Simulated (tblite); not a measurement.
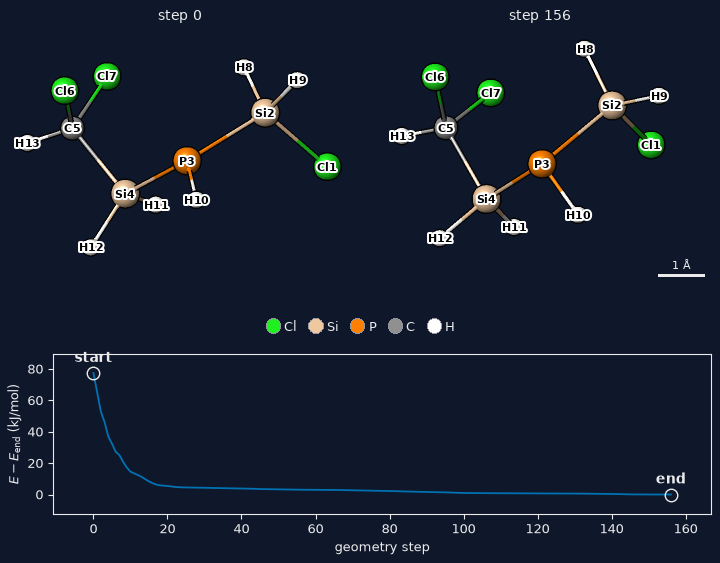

First and last geometry of a relaxation of CH6Cl3PSi2, with the history of the run. The picture is a ball-and-stick view, seen at a tilt.

All numbers below come from GFN2-xTB geometry optimisation, gas phase in tblite. 

> Read the history and describe the run.

It converged. Over 156 geometry steps the energy falls by 77.4 kJ/mol. Cl1 moves most after the best rigid fit: 1.07 Å. Largest moves by element: Cl 1.07 Å, H 0.90 Å, P 0.37 Å, Si 0.34 Å, C 0.32 Å. Near-neighbour distances that change, for instance: Si2–P3 2.161 → 2.253 Å, P3–Cl6 3.140 → 3.207 Å, Cl1–Si2 2.078 → 2.015 Å, Si4–C5 1.894 → 1.931 Å. Bond angles that change, for instance: Si2–P3–H10 116.8° → 95.7°, Si4–P3–H10 115.9° → 94.9°, Si2–P3–Si4 115.1° → 104.6°.
